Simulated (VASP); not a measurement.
Band structure of Ni3Si (L1_2). Computed with PBE GGA with D3 dispersion (zero damping), VASP's PBE PAW potentials (set 64) (plane waves; VASP 6.6.1).

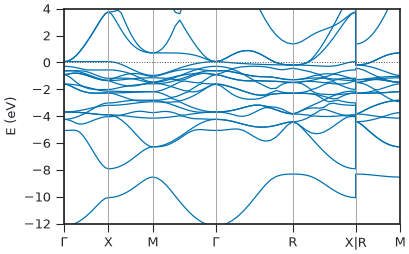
Figure. Bands along high-symmetry lines, zero at the valence-band maximum or, without a gap, the Fermi level

Q: Read the plot: is there a gap, and where are the band edges?

A: It has no gap at this level: it comes out as a metal or semimetal. (Edges off the drawn lines would not show.)

The compound is Ni3Si in the L1_2 structure. It was relaxed first. The run is not spin-polarised, so no magnetic state was tried.
